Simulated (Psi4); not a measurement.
# A workflow on SeO2 (selenium dioxide)

Wanted: a geometry optimisation (HF/STO-3G), then vibrational wavenumbers of SeO2 (selenium dioxide). 

The calculation is run with Psi4 1.11.

### Step 1. The structure to begin with

The species is SeO2 (3 atoms), meant as a singlet with charge 0. As SMILES, `O=[Se]=O`. The shape comes from GFN2-xTB (4 decimals), which is rough for such elements, and wasn't checked as a minimum. The run starts from this shape.

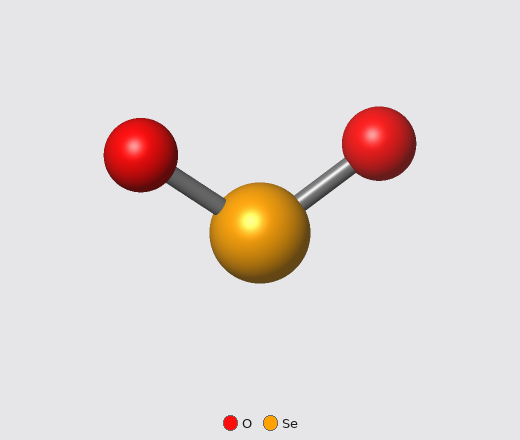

The structure, seen from a chosen angle (oxygen red, selenium orange).

### Step 2. A geometry optimisation at HF/STO-3G (density fitting) (run 1)

The input, o2se.sdf:

```

     RDKit          3D

  3  2  0  0  0  0  0  0  0  0999 V2000
    0.4511   -1.2300    0.1014 O   0  0  0  0  0  0  0  0  0  0  0  0
   -0.5354   -0.0703   -0.2712 Se  0  0  0  0  0  3  0  0  0  0  0  0
    0.0844    1.3004    0.1698 O   0  0  0  0  0  0  0  0  0  0  0  0
  2  1  2  0
  3  2  1  0
M  CHG  2   2   1   3  -1
M  END
$$$$
```

The input, job.py:

```python
import psi4
from rdkit import Chem

psi4.set_memory(1600000000)
psi4.set_num_threads(1)
psi4.set_output_file('psi4.out', False)

rd = Chem.SDMolSupplier('o2se.sdf', removeHs=False, sanitize=False)[0]
xyz = rd.GetConformer().GetPositions()
atoms = '\n'.join(f'{a.GetSymbol()} {x:.4f} {y:.4f} {z:.4f}' for a, (x, y, z) in zip(rd.GetAtoms(), xyz))
geom = psi4.geometry('0 1\n' + atoms + '')

psi4.set_options(dict(basis='STO-3G', reference='rhf', geom_maxiter=60))

E = psi4.optimize('hf', molecule=geom)
print(f'hf energy: {E:.10f} Eh')
print(geom.to_string(dtype='xyz', units='Angstrom'))
```

Launch:

```console
python job.py
```

psi4.out:

```text
[...]
  Running in cs symmetry.
[...]
  Nuclear repulsion =  196.886952051779133
[...]
  Multiplicity = 1
[...]
  Nalpha       = 25
  Nbeta        = 25
[...]
    Number of basis functions: 28
[...]
   @DF-RHF iter   1: -2520.94105787529952   -2.45515e+00   1.21935e-02 DIIS/ADIIS
[...]
   @DF-RHF iter   9: -2520.99755901761728   -1.81899e-12   7.18884e-09 DIIS
[...]
    Orbital Energies [Eh]
    ---------------------
    Doubly Occupied:
       1Ap  -455.800584     2Ap   -58.959281     1App  -53.673456
       3Ap   -53.673438     4Ap   -53.672660     5Ap   -20.197467
       6Ap   -20.197307     7Ap    -8.411017     8Ap    -6.248206
       2App   -6.245048     9Ap    -6.242993    10Ap    -1.868676
      11Ap    -1.868657     3App   -1.866737     4App   -1.861827
      12Ap    -1.861739    13Ap    -1.261312    14Ap    -1.183551
      15Ap    -0.715180    16Ap    -0.484883    17Ap    -0.467648
       5App   -0.454050    18Ap    -0.343730    19Ap    -0.314086
       6App   -0.250521
[...]
  @DF-RHF Final Energy: -2520.99755901761728
   => Energetics <=
    Nuclear Repulsion Energy =            184.0920002340963606
    One-Electron Energy =               -3893.9310159533124533
    Two-Electron Energy =                1188.8414567015988723
    Total Energy =                      -2520.9975590176172773
[...]
 Multipole Moments:
 ------------------------------------------------------------------------------------
     Multipole            Electronic (a.u.)      Nuclear  (a.u.)        Total (a.u.)
 ------------------------------------------------------------------------------------
 L = 1.  Multiply by 2.5417464519 to convert [e a0] to [Debye]
 Dipole X            :         -4.1907682            3.3704317           -0.8203365
 Dipole Y            :         -0.4926380            0.3961979           -0.0964401
 Dipole Z            :          0.0000000            0.0000000            0.0000000
 Magnitude           :                                                    0.8259859
[...]
  -Total Gradient:
     Atom            X                  Y                   Z
    ------   -----------------  -----------------  -----------------
       1       -0.000099829239     0.000094467581     0.000000000000
       2        0.000173352357     0.000017892657     0.000000000000
       3       -0.000073523069    -0.000112360247     0.000000000000
[...]
    Final optimized geometry and variables:
    Molecular point group: cs
    Full point group: Cs
    Geometry (in Angstrom), charge = 0, multiplicity = 1:
    O            0.899372781291    -1.215182699922     0.000000000000
    SE          -0.298704753671    -0.035113068320     0.000000000000
    O            0.593066880081     1.390620603567     0.000000000000
[...]
```

Standard output:

```text
Optimizer: Optimization complete!
hf energy: -2520.9975590176 Eh
3
0 1 O2Se
O                     0.899372781291    -1.215182699922     0.000000000000
Se                   -0.298704753671    -0.035113068320     0.000000000000
O                     0.593066880081     1.390620603567     0.000000000000
```

Run time: 3 s. Hardware: 1 thread of INTEL XEON PLATINUM 8581C at 2.30GHz (Emerald Rapids), shared host; peak memory 0.26 GiB.

Step by step:

| step | energy from the first frame kept (eV) | largest force (eV/Å) |
| --- | --- | --- |
| 0 | 0.0000 | 7.0241 |
| 1 | -0.5950 | 1.3155 |
| 2 | -0.6186 | 0.2155 |
| 3 | -0.6196 | 0.0521 |
| 4 | -0.6197 | 0.0090 |

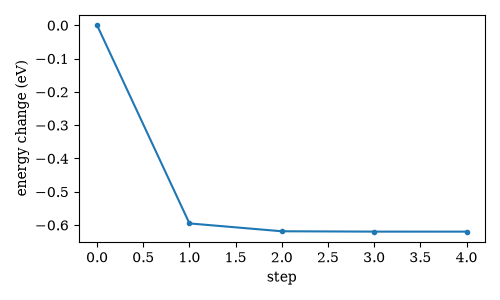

Energy along the run.

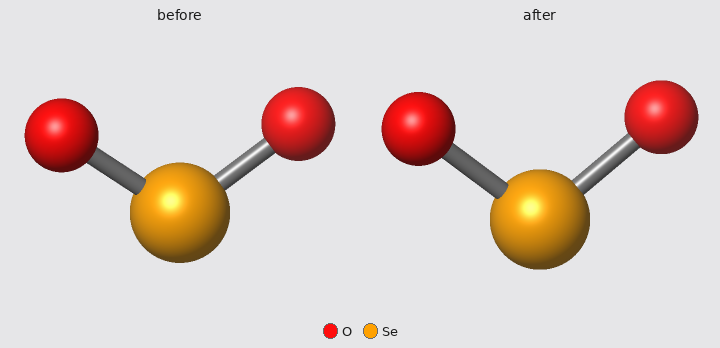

Before and after, at one scale.

After the run. Bond lengths: O1–Se2 1.682 Å, Se2–O3 1.682 Å. Angles: O1–Se2–O3 102.5°.

### Step 3. Vibrational wavenumbers at HF/STO-3G (density fitting) (run 2)

The input, job.inp:

```
memory 1.6 GB

molecule m {
  0 1
  O      0.547968    -1.250649     0.147227
  Se    -0.572328    -0.075143    -0.289894
  O      0.171815     1.345045     0.217346
  units angstrom
  symmetry c1
}

set basis STO-3G
set t 298.15
set rotational_symmetry_number 2

result, w = frequency('scf', return_wfn=True)
print_variables()
```

Launch:

```console
psi4 -n 1 job.inp job.out
```

job.out:

```text
Psi4 1.11 release

gradient() will perform analytic gradient computation.

   => Loading Basis Set <=

    Name: STO-3G
    Role: ORBITAL
    Keyword: BASIS

         ---------------------------------------------------------
                                   SCF
                              RHF Reference
                        1 Threads,   1525 MiB Core
         ---------------------------------------------------------

  ==> Geometry <==

    Molecular point group: c1
    Full point group: Cs

    Geometry (in Angstrom), charge = 0, multiplicity = 1:

       Center              X                  Y                   Z               Mass
    ------------   -----------------  -----------------  -----------------  -----------------
         O            0.899355168366    -1.215195228037    -0.000000000000    15.994914619570
         SE          -0.298705214481    -0.035108972144     0.000000000000    79.916521800000
         O            0.593086795382     1.390612665672     0.000000000000    15.994914619570

  Running in c1 symmetry.

  Rotational constants: A =      0.66661  B =      0.30620  C =      0.20982 [cm^-1]
  Rotational constants: A =  19984.50959  B =   9179.56694  C =   6290.24352 [MHz]
  Nuclear repulsion =  184.091996868852135

  Charge       = 0
  Multiplicity = 1
  Electrons    = 50
  Nalpha       = 25
  Nbeta        = 25
[... 73 lines left out ...]
                           Total Energy        Delta E     RMS |[F,P]|
[... 5 lines left out ...]
   @DF-RHF iter   4: -2520.99725397563316   -8.64529e-04   3.95888e-04 ADIIS/DIIS
[... 4 lines left out ...]
   @DF-RHF iter   9: -2520.99755901176513   -2.14127e-08   1.28142e-06 DIIS
[... 28 lines left out ...]
  @DF-RHF Final Energy: -2520.99755901543995
[... 21 lines left out ...]
 Dipole X            :         -4.1907745            3.3704369           -0.8203376
[... 182 lines left out ...]
   @DF-RHF iter   1: -2520.96184043885523   -3.01232e+00   9.28567e-03 ADIIS/DIIS
[... 4 lines left out ...]
   @DF-RHF iter   6: -2520.99755759733398   -7.61546e-05   2.68933e-05 DIIS
[... 4 lines left out ...]
   @DF-RHF iter  11: -2520.99755901543995   -1.09139e-11   9.58956e-09 DIIS
[... 31 lines left out ...]
    One-Electron Energy =               -3893.9310086211257840
[... 18 lines left out ...]
 Dipole Z            :          0.0000000           -0.0000000            0.0000000
[... 23 lines left out ...]
  Nuclear repulsion =  184.091996868852135

  ==> Basis Set <==

  Basis Set: STO-3G
    Blend: STO-3G
    Number of shells: 14
    Number of basis functions: 28
    Number of Cartesian functions: 29
    Spherical Harmonics?: true
    Max angular momentum: 2

  ==> DFJKGrad: Density-Fitted SCF Gradients <==

    Gradient:                    2
    J tasked:                  Yes
    K tasked:                  Yes
    wK tasked:                  No
    Integrals threads:           1
    Memory [MiB]:             1144
    Schwarz Cutoff:          1E-12
    Fitting Condition:       1E-10

   => Auxiliary Basis Set <=

  Basis Set: (STO-3G AUX)
    Blend: DEF2-UNIVERSAL-JKFIT
    Number of shells: 110
    Number of basis functions: 420
    Number of Cartesian functions: 557
    Spherical Harmonics?: true
    Max angular momentum: 5

RuntimeError: Engine::lmax_exceeded -- angular momentum limit exceeded

Printing out the relevant lines from the Psithon --> Python processed input file:
    ""","m")
    core.IO.set_default_namespace("m")
    core.set_global_option("BASIS", "STO-3G")
    core.set_global_option("T", 298.15)
    core.set_global_option("ROTATIONAL_SYMMETRY_NUMBER", 2)
--> result, w = frequency('scf', return_wfn=True)
    print_variables()

!-----------------------------------------------------------!
!                                                           !
!  Engine::lmax_exceeded -- angular momentum limit exceeded !
!                                                           !
!-----------------------------------------------------------!

    Psi4 run time: 0:00:00.90
```

Run time: 1.6 s. Hardware: 1 thread of INTEL XEON PLATINUM 8581C at 2.30GHz (Emerald Rapids), shared host; peak memory 0.25 GiB.

The program stopped with an error.

### Step 4. Outcome

```
                                 quantity                value
run 1, HF/STO-3G: total energy at the end       -2520.99756 Eh
          run 1, HF/STO-3G: dipole moment               2.10 D
            run 1, HF/STO-3G: HOMO energy             -6.82 eV
            run 1, HF/STO-3G: LUMO energy              2.70 eV
          run 1, HF/STO-3G: HOMO–LUMO gap              9.52 eV
                         run 2, HF/STO-3G  no result (crashed)
```

What this shows: The optimisation (run 1, HF/STO-3G) took 5 steps and changed the energy by -0.620 eV. 1 of the 2 runs did not end normally.
